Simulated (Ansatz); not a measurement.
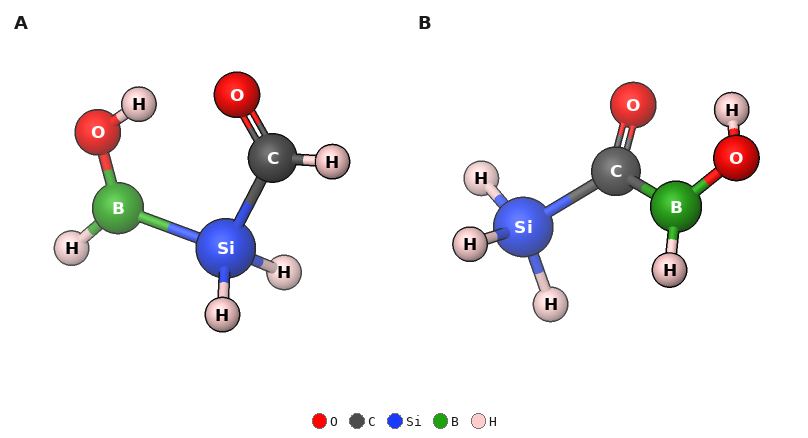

Atoms fade into the background with distance from the viewer. The computed structure is the end point of a PBE0-D4/def2-TZVP optimisation. No frequency run is at hand to confirm it as a minimum.

> Are A and B the same structure? If not, how do they differ?

No. They are constitutional isomers of CH5BO2Si: A is O=C[SiH2]BO, B is O=C([SiH3])BO
